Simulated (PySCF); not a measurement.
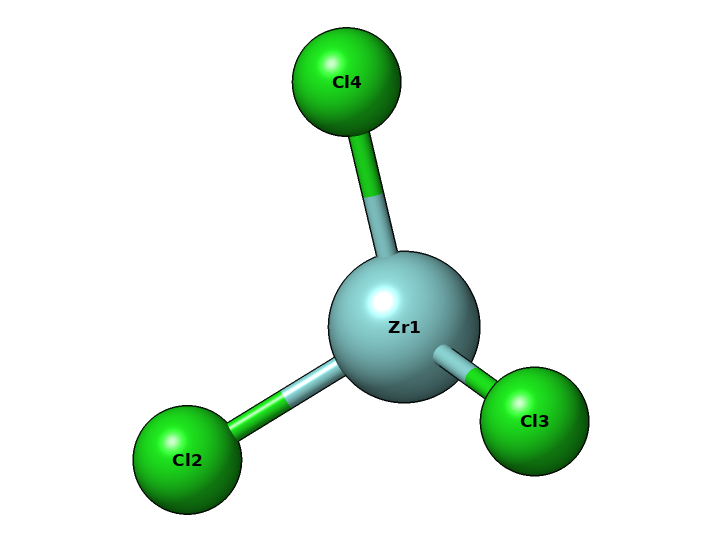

Every bond is drawn as one stick. Charge +1, singlet. Computed geometry: PBE0/def2-SVP with core potentials optimisation. Computed with PBE0/def2-SVP, core potentials on Zr (PySCF 2.14.0).

List the Mayer bond orders of Zr1–Cl2 (one bond of each equivalent set).

```csv
bond,Mayer order,length (Å)
Zr1–Cl2,1.53,2.259
```

The search tried a few shapes and spins; others may lie lower.
